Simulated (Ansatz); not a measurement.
The parent structure is SiC in the zinc blende structure (space group F-43m, No. 216; a = 4.3290 Å). Axes: x, y, z lie along the cube axes.

Modification: uniaxial strain ε_zz = −1.50 %, all other strain components held at zero; the atoms relax in the strained cell.

Computed with LDA, PAW, 420 eV (Ansatz, a first-principles code; spin-orbit coupling left out).

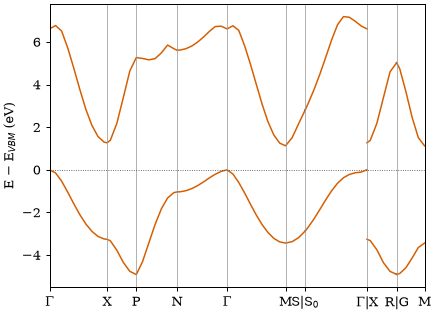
Figure. Highest valence and lowest conduction band along the path of the changed cell's own zone

**Question.** From the figure, how large is the changed gap, and is it direct?

**Answer.** About 1.1 eV, indirect, Γ → M.

Whether these cells are dynamically stable was not tested. Labels are those of the standard path for the cell's own space group.
